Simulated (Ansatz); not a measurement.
# CaSe2 (element-swapped structure): how the settings move a single-point run, part 1 of 2

Question: which choices in the input matter for CaSe2 (element-swapped structure)?

Method: reference: DFT r2SCAN, plane waves, PAW, scalar-relativistic, no spin polarisation, in Ansatz 0.2.0.

### 1 The system as given

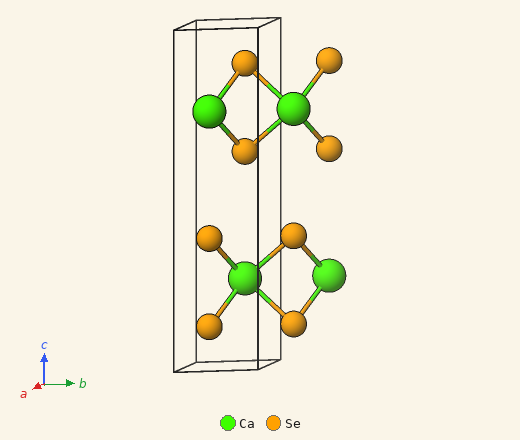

Start, viewed slightly off an axis; calcium green, selenium orange. 1×2×1 cells are drawn.

Coordinates:

```cif
data_structure
_symmetry_space_group_name_H-M 'P6_3/mmc'
_symmetry_Int_Tables_number 194
_cell_length_a 3.4665
_cell_length_b 3.4665
_cell_length_c 13.6884
_cell_angle_alpha 90.000
_cell_angle_beta 90.000
_cell_angle_gamma 120.000
_cell_volume 142.45
loop_
_atom_site_label
_atom_site_type_symbol
_atom_site_symmetry_multiplicity
_atom_site_Wyckoff_symbol
_atom_site_fract_x
_atom_site_fract_y
_atom_site_fract_z
_atom_site_occupancy
Ca1 Ca 2 c 0.33333 0.66667 0.25000 1
Se1 Se 4 f 0.33333 0.66667 0.62110 1
```

### 2 Reference

input.yaml reads:

```yaml
crystal:
  lattice:
    - [3.466456, 0.0, 0.0]
    - [-1.733228, 3.002044, 0.0]
    - [0.0, 0.0, 13.688382]
  atoms:
    - { symbol: Ca, position: [0.33333, 0.66667, 0.25] }
    - { symbol: Ca, position: [0.66666, 0.33333, 0.75] }
    - { symbol: Se, position: [0.33333, 0.66667, 0.6211] }
    - { symbol: Se, position: [0.66666, 0.33333, 0.1211] }
    - { symbol: Se, position: [0.33333, 0.66667, 0.8789] }
    - { symbol: Se, position: [0.66667, 0.33334, 0.3789] }
  symmetry: { tolerance: 0.0003 }
kpoints:
  mp_grid: { grid: [6, 6, 2], shift: [0, 0, 0] }
magnetization:
  spin_polarized: false
scf:
  occupations: { method: fermi_dirac, width: 0.0248 }
hamiltonian:
  pseudopotentials: { kind: paw }
  xc: r2scan
basis:
  ecutwfc: 500
output:
  forces: true
  stress: true
  eigenvalues: true
```

On the command line:

```sh
$ ansatz run input.yaml --threads 1 --pin off --max-ram 2560MiB --backend cpu --events-out ev --progress --plain --runs-dir out
```

What it wrote, cut to the lines that bear on the results:

```text
Warning: the atoms were moved onto the symmetric positions of the space group found under crystal.symmetry.tolerance 3.0e-4 (fractional; no operation is sought that the atoms, as they stand in a round, miss by more than twice it, and no atom is moved by as much as it), and the run uses [...]
Warning: RAYON_NUM_THREADS=1 ignored (pool sized by the plan → 1); use --threads N
[...]
Pseudopotentials: kind: paw
Pseudopotential: Ca, paw, valence charge 10, recommended cutoff 500 eV (meta_gga), Ca.paw.azcp
Pseudopotential: Se, paw, valence charge 16, recommended cutoff 500 eV (meta_gga), Se.paw.azcp
Functional definition: r2SCAN
[...]
Crystal: 6 atoms, lattice volume = 142.448 Å³
Basis set: ecut = 500 eV, 3625 PW (Γ), exchange–correlation on 108×108×400 points (64 copies of the dense FFT grid, shifted against one another)
Bands: 51, of which v1, the nominal top of the filled ones, is band 42 counted from 1 (41 counted from 0)
Symmetry: 24 space group operations
Space group: P63/mmc (ITA 194), of the structure as read, at distance tolerance 1.6e-3 Å
k-points: 14 of 72
[...]
SCF iter   1: F=—  HF=-25557.582712 eV  |F-HF|=—  |Δ(HF+E_count)|=         —  Δρ=6.36e-3  dr2=1.53e-1  dr2_τ=3.28e-2  ethr=1.77e-3  ⟨swp⟩=10.2  Hψ=3253  notcnv=0  defer=4
[...]
SCF iter   8: F=-25557.752893 eV  HF=-25557.752893 eV  |F-HF|=2.04e-8  |Δ(HF+E_count)|=   1.18e-7  Δρ=3.33e-6  dr2=1.67e-8  dr2_τ=5.61e-10  ethr=1.19e-10  ⟨swp⟩=9.8  Hψ=3449  notcnv=0
[...]
SCF converged after 8 iterations
Free energy (F): -25557.752893 eV
[...]
E sigma→0 (E₀):  -25557.742605 eV
Entropy (-TS):   -0.020575 eV (-3.429 meV/atom)
Fermi energy:    7.332855 eV
[...]
--- Forces (eV/Å), atoms counted from 1 ---
  atom   1  Ca     0.00000000    -0.00000000    -0.00000000
  atom   2  Ca     0.00000000     0.00000000     0.00000000
  atom   3  Se     0.00000000    -0.00000000    -2.52045702
  atom   4  Se    -0.00000000    -0.00000000    -2.52045702
  atom   5  Se     0.00000000     0.00000000     2.52045702
  atom   6  Se    -0.00000000     0.00000000     2.52045702
[...]
--- Stress (GPa, compression-positive) ---
       11.756259       0.000000       0.000000
       -0.000000      11.756259       0.000000
        0.000000       0.000000      19.954738
  P = ⅓ Tr σ = 14.4891 GPa (144.891 kbar)
--- Band table (eV; the first three rows and the last of 14) ---
[...]
```

Run time: 16 s. Hardware: 1 thread of Intel Xeon Platinum 8375C at 2.90GHz (Ice Lake), shared host; peak memory 0.78 GiB.

### 3 Variant: mp_grid.shift [0.5, 0.5, 0.5]

input.yaml: that of step 2 with these lines changed.

```diff
@@ -14,3 +14,3 @@
 kpoints:
-  mp_grid: { grid: [6, 6, 2], shift: [0, 0, 0] }
+  mp_grid: { grid: [6, 6, 2], shift: [0.5, 0.5, 0.5] }
 magnetization:
```

On the command line:

```sh
$ ansatz run input.yaml --threads 1 --pin off --max-ram 2560MiB --backend cpu --events-out ev --progress --plain --runs-dir out
```

What it wrote:

```text
Warning: the atoms were moved onto the symmetric positions of the space group found under crystal.symmetry.tolerance 3.0e-4 (fractional; no operation is sought that the atoms, as they stand in a round, miss by more than twice it, and no atom is moved by as much as it), and the run uses the moved positions. Before a round's move an operation carried an atom to 4.04e-5 Å from where it should land, the largest such distance. Atom 0 (counting from 0) moved farthest, by 2.00e-5 Å; the longest move in fractions of the cell, of whichever atom, is 0.02 of the tolerance, in 1 round. To run the atoms as typed, lower crystal.symmetry.tolerance until the operations that they miss are no longer found, or set crystal.symmetry.detect: false (a key that needs symmetry detection or time reversal refuses this as the deck is read). The positions used, in the order of the run's atom list: position: [0.3333333333333333, 0.6666666666666666, 0.25]; position: [0.6666666666666667, 0.3333333333333333, 0.75]; position: [0.3333333333333333, 0.6666666666666666, 0.6211]; position: [0.6666666666666667, 0.3333333333333333, 0.1211]; position: [0.3333333333333333, 0.6666666666666666, 0.8789]; position: [0.6666666666666667, 0.3333333333333333, 0.3789]; The lattice was moved too: crystal.lattice misses the space group found at crystal.symmetry.tolerance 3.0e-4 in a digit that the deck types, which is why this is a warning: making the lattice exact moves one of its numbers by a whole unit of that number's last typed decimal, or more. The operation that it misses by the most changes a squared length by the fraction 2.91e-6. The run uses the lattice that is a stretch of the typed one, with no rotation, onto the one that keeps every operation to a double's rounding (on a very oblique basis the stretch itself rounds by more); the deck's lattice vector that moved farthest moved by 2.91e-6 Å. To run the lattice as typed, set crystal.symmetry.tolerance under 2.90e-6, the least fraction by which an operation that the lattice misses changes a squared length (the same key also sets how far an atom may lie from its image, so lowering it can lose operations that the atoms keep only within it), or set crystal.symmetry.detect: false, as for the atoms. crystal.lattice made exact, in Å and degrees: [[3.4664589115203235, 0.0, 0.0], [-1.7332294557601617, 3.002041478551554, 0.0], [0.0, 0.0, 13.688382]]. Pasted over the deck's crystal.lattice, beside positions in fractional coordinates, it runs the same cell (given as lengths and angles, that cell in the form's own orientation, a rigid turn of the misfit's size from the one run here, for which a checkpoint.post_process_only pass over this run's state can be refused: where this run relaxes nothing, give such a pass this deck's own crystal.lattice, as typed; behind a relaxation, as crystal.lattice, the state's own cell, identity.cell in its checkpoint.json), and a matrix so pasted ends this notice, except on a very skew basis of the lattice, where the rounding of the pasted numbers themselves can read as a misfit: the cell is then moved again, and that move is told again. The lattice as run is in this notice's lattice.as_run_ang field (Run.prep()["deck_notices"] in Python, the deck_notice line of an events file, deck_notices of ansatz run --dry-run=json, or deck_notices in record.json in the deck's checkpoint.write directory).
Warning: crystal.symmetry: narrowed to the stabiliser of the k-point mesh — unitary ops 24 → 8; excluded 16 operations that carry a point of the 6×6×2 mesh (shift [0.5, 0.5, 0.5]) off the mesh (the run samples exactly the mesh kpoints.mp_grid names, as under crystal.symmetry.detect: false, and its converged state has the mesh's symmetry, not the crystal's; ε∞, the Born charges and the force constants of a linear response (`dielectric:` by the response, `phonons.method: dfpt`) are averaged over those of the crystal's operations that the state keeps within a tolerance, where `mesh_tensors`, `unaveraged_element` or `gamma_mean_max_change_ev_ang2` stands beside them; a row that `dielectric.field_direction` solves alone is averaged likewise, with nothing beside; a Γ-centred mesh of equal divisions is mapped onto itself by every operation and keeps the whole group, as does a half-shifted one under kpoints.further_shifts: images)
Warning: RAYON_NUM_THREADS=1 ignored (pool sized by the plan → 1); use --threads N
Engine: ansatz 0.2.0, x86_64-unknown-linux-gnu
Pseudopotentials: kind: paw
Pseudopotential: Ca, paw, valence charge 10, recommended cutoff 500 eV (meta_gga), Ca.paw.azcp
Pseudopotential: Se, paw, valence charge 16, recommended cutoff 500 eV (meta_gga), Se.paw.azcp
Functional definition: r2SCAN
  parameter k0 = 0.174
  parameter k1 = 0.065
  parameter a1 = 4.9479
  exchange = r2scan_x(k0 = k0, k1 = k1, a1 = a1)
  correlation = r2scan_c
Crystal: 6 atoms, lattice volume = 142.448 Å³
Basis set: ecut = 500 eV, 3625 PW (Γ), exchange–correlation on 108×108×400 points (64 copies of the dense FFT grid, shifted against one another)
Bands: 51, of which v1, the nominal top of the filled ones, is band 42 counted from 1 (41 counted from 0)
Symmetry: 8 space group operations
k-points: 12 of 72
Non-local potential: Ca, projectors of the file, l = 0: 3, l = 1: 2, l = 2: 2
Non-local potential: Se, projectors of the file, l = 0: 2, l = 1: 2, l = 2: 3, l = 3: 1
PAW form: soft (Blöchl's): semilocal exchange-correlation on the pseudo side does not see the compensation charge
PAW frozen core: Ca, regenerated for the run's functional (the file was generated under x = pbe(κ = 0.804, μ = 0.2195149727645171), c = pbe(β = 0.06672455060314922))
PAW frozen core: Se, regenerated for the run's functional (the file was generated under x = pbe(κ = 0.804, μ = 0.2195149727645171), c = pbe(β = 0.06672455060314922))
PAW one-centre angular grid: Ca, 302 points (default); XC on 160 Gauss nodes
PAW one-centre angular grid: Se, 590 points (default); XC on 160 Gauss nodes
Initial density: superposition of atomic densities (neutral atoms: chi_scale 0, normalization atom), corrected by the library's trained network
Initial wavefunctions: pseudopotential atomic-orbital guess
Functional: x = r2scan, c = r2scan; τ floored in thin density (d = 2e-4 eV/Å³)
SCF iter   1: F=—  HF=-25557.518795 eV  |F-HF|=—  |Δ(HF+E_count)|=         —  Δρ=8.68e-3  dr2=2.68e-1  dr2_τ=3.35e-2  ethr=1.77e-3  ⟨swp⟩=9.8  Hψ=2795  notcnv=0  defer=3
preconditioner: auto → LDOS  [metal: Δε(μ)=0.050 eV  Ē_g=9.471 eV  σ=0.025 eV  W_gap=0.47  n_scr=40 (ndim 8)  ℏωp=16.5 eV  f_vac=0.047  D(μ)=5.96/eV (n_scr^D=52)  β→1.0]
SCF iter   2: F=—  HF=-25557.668526 eV  |F-HF|=—  |Δ(HF+E_count)|=   1.50e-1  Δρ=5.30e-3  dr2=4.26e-2  dr2_τ=2.70e-3  ethr=3.19e-4  ⟨swp⟩=4.0  Hψ=1363  notcnv=0  defer=29
SCF iter   3: F=—  HF=-25557.670938 eV  |F-HF|=—  |Δ(HF+E_count)|=   2.41e-3  Δρ=1.60e-3  dr2=9.83e-3  dr2_τ=7.92e-5  ethr=5.07e-5  ⟨swp⟩=2.8  Hψ=1185  notcnv=0  defer=29
SCF iter   4: F=—  HF=-25557.669905 eV  |F-HF|=—  |Δ(HF+E_count)|=   1.03e-3  Δρ=5.91e-4  dr2=1.01e-3  dr2_τ=2.21e-5  ethr=1.17e-5  ⟨swp⟩=2.0  Hψ=777  notcnv=0  defer=29
SCF iter   5: F=—  HF=-25557.669777 eV  |F-HF|=—  |Δ(HF+E_count)|=   1.28e-4  Δρ=9.15e-5  dr2=1.46e-5  dr2_τ=1.18e-6  ethr=1.20e-6  ⟨swp⟩=2.0  Hψ=888  notcnv=0  defer=29
SCF iter   6: F=—  HF=-25557.669786 eV  |F-HF|=—  |Δ(HF+E_count)|=   8.85e-6  Δρ=2.37e-5  dr2=7.96e-7  dr2_τ=4.70e-8  ethr=1.74e-8  ⟨swp⟩=3.0  Hψ=1272  notcnv=0  defer=29
SCF iter   7: F=—  HF=-25557.669786 eV  |F-HF|=—  |Δ(HF+E_count)|=   3.67e-7  Δρ=7.90e-6  dr2=1.28e-7  dr2_τ=4.27e-9  ethr=1.19e-10  ⟨swp⟩=12.4  Hψ=2607  notcnv=0
SCF iter   8: F=-25557.669786 eV  HF=-25557.669786 eV  |F-HF|=4.02e-9  |Δ(HF+E_count)|=   6.80e-8  Δρ=2.30e-6  dr2=6.58e-9  dr2_τ=4.62e-10  ethr=1.19e-10  ⟨swp⟩=4.5  Hψ=1992  notcnv=0
SCF 1 converged in 8 iterations: F = -25557.669786 eV  dr2 = 6.58e-9
SCF converged after 8 iterations
Free energy (F): -25557.669786 eV
Harris-Foulkes:  -25557.669786 eV  (|F-HF|=4.02e-9)
Internal energy: -25557.654689 eV  (E = F + TS)
E sigma→0 (E₀):  -25557.662237 eV
Entropy (-TS):   -0.015097 eV (-2.516 meV/atom)
Fermi energy:    7.345796 eV
--- Per-component energies (eV) ---
  E_band       = -1820.412076
  E_kinetic    = 1050.171886
  E_local      = -11351.751977  (includes V_loc(G=0)·N_el)
  E_nonlocal   = -2253.887369
  E_hartree    = 5401.554375
  E_xc         = -671.952635
  E_vxc        = -818.095765  (∫ρ·V_xc dr)
  E_paw        = -9427.368953  (= ΣΔE_a)
  E_vpaw       = 705.881793  (= ΣTr[D̂ρ^β])
  E_aug_tail   = -0.000842  (compensation charges beyond the density's cutoff)
  E_vtau       = 44.161570  (kinetic-family band-sum trace: ∫τ·v_τ [+ j·A + Jᵃ·Aᵃ] dr)
  E_ewald      = -8296.918762
  E_core_change = -7.500412  (= ΣΔE_core)
  E_smearing   = -0.015097  (= −TS)
  E_closure    = 0.000000  (closes the sum)
  Σ components = -25557.669786   (vs F -25557.669786, Δ=0.00e0)
--- Forces (eV/Å), atoms counted from 1 ---
  atom   1  Ca     0.02661306    -0.01536506    -0.00000000
  atom   2  Ca    -0.02661306     0.01536506     0.00000000
  atom   3  Se     0.01265180    -0.00730452    -2.78021731
  atom   4  Se    -0.01265180     0.00730452    -2.78021731
  atom   5  Se     0.01265180    -0.00730452     2.78021731
  atom   6  Se    -0.01265180     0.00730452     2.78021731
  max |Σ_I F_I| component: 4.44e-16 eV/Å
--- Stress (GPa, compression-positive) ---
       11.760264      -1.150849      -0.000000
       -1.150849      10.431377       0.000000
       -0.000000       0.000000      22.778645
  P = ⅓ Tr σ = 14.9901 GPa (149.901 kbar)
--- Band table (eV; the first three rows and the last of 12) ---
  k-point 0: bands = ["-40.1418", "-40.1418", "-40.1417", "-40.1417", "-40.1412", "-40.1412", "-40.1412", "-40.1412", "-40.0439", "-40.0438", "-40.0435", "-40.0434", "-40.0386", "-40.0385", "-40.0382", "-40.0382", "-40.0030", "-40.0029", "-40.0018", "-40.0017", "-33.0988", "-33.0988", "-13.5333", "-13.5323", "-13.3388", "-13.3387", "-13.2469", "-13.2469", "-5.6895", "-5.5383", "-4.9875", "-4.7969", "3.9038", "4.6168", "6.0523", "6.8164", "6.8610", "7.1123", "7.5027", "7.5471", "7.8134", "7.8636", "7.9840", "8.0354", "11.5284", "11.7485", "13.0348", "13.4516", "13.6582", "13.7694", "13.9461"]
  k-point 1: bands = ["-40.1417", "-40.1417", "-40.1416", "-40.1416", "-40.1401", "-40.1401", "-40.1401", "-40.1401", "-40.0444", "-40.0444", "-40.0438", "-40.0438", "-40.0388", "-40.0387", "-40.0384", "-40.0383", "-40.0023", "-40.0023", "-40.0012", "-40.0011", "-33.0717", "-33.0717", "-13.5858", "-13.5857", "-13.4316", "-13.4310", "-13.3076", "-13.3076", "-5.0293", "-4.9126", "-4.6770", "-4.5464", "4.4783", "4.8733", "4.9588", "5.1070", "5.4567", "5.5971", "6.5579", "7.0208", "7.2804", "7.4033", "7.4200", "7.5168", "10.9531", "11.1124", "13.1168", "13.6757", "14.1677", "14.3841", "14.5100"]
  k-point 2: bands = ["-40.1417", "-40.1417", "-40.1415", "-40.1415", "-40.1393", "-40.1393", "-40.1393", "-40.1393", "-40.0447", "-40.0447", "-40.0440", "-40.0440", "-40.0390", "-40.0389", "-40.0386", "-40.0385", "-40.0019", "-40.0019", "-40.0007", "-40.0007", "-33.0517", "-33.0517", "-13.7553", "-13.7552", "-13.3559", "-13.3557", "-13.3520", "-13.3520", "-4.4484", "-4.4347", "-4.3557", "-4.3444", "3.5710", "3.7340", "4.1847", "4.2120", "5.3857", "5.7897", "6.5872", "6.6582", "6.9513", "7.0581", "7.1322", "7.2538", "10.5937", "10.8406", "14.1015", "14.1682", "14.4767", "14.5696", "14.8891"]
  k-point 11: bands = ["-40.1418", "-40.1418", "-40.1417", "-40.1416", "-40.1394", "-40.1394", "-40.1394", "-40.1394", "-40.0439", "-40.0438", "-40.0435", "-40.0434", "-40.0398", "-40.0397", "-40.0390", "-40.0390", "-40.0019", "-40.0019", "-40.0007", "-40.0007", "-33.0556", "-33.0556", "-13.7374", "-13.7373", "-13.3706", "-13.3703", "-13.3275", "-13.3275", "-4.5705", "-4.5210", "-4.4371", "-4.3879", "3.6716", "3.8415", "4.3027", "4.3341", "5.2797", "5.7425", "6.8170", "6.8845", "7.0012", "7.1402", "7.4801", "7.6276", "10.4126", "10.6539", "13.8599", "13.9710", "14.3578", "14.5918", "14.9972"]
```

It took 15 s on 1 thread of Intel Xeon Platinum 8375C at 2.90GHz (Ice Lake), shared host; peak memory 0.77 GiB.

Changing the k-point mesh moves the energy by +13.9 meV/atom, and the pressure goes from 14.5 to 15.0 GPa and the largest force goes from 2.52 to 2.78 eV/Å. Sampling errors of the energy have no fixed sign.

(Continued in part 2 of 2.)
